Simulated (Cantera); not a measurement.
Feed: 1 mol Si, 1.9 mol H₂O, 7.9 mol N₂, held at 12.0 bar.

These are equilibrium values from Cantera (NASA tables, ideal gas, pure condensed phases), not measurements of a reactor. Candidate condensed phases: H₂O, Si, SiO₂, Si₂N₂O, Si₃N₄; 35 gas species. N₂ is the only nitrogen source here; it is nearly inert below about 1500 K, so the nitride shown seldom forms there in practice. Mutual solubility and eutectic melting of coexisting phases are not modelled. The tables hold silica as quartz up to 1696 K and as liquid above; real silica turns to tridymite and cristobalite and melts near 1996 K. Kinetics and transport are ignored.

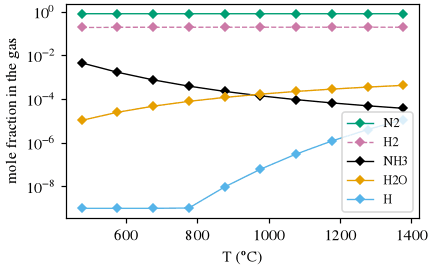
Fig. 1. Equilibrium gas composition (values under 1e-9 drawn at 1e-9)

At 477 °C the condensed part is SiO₂(α-quartz) + Si₂N₂O(s). From 577 °C to 1377 °C the condensed part is SiO₂(β-quartz) + Si₂N₂O(s).
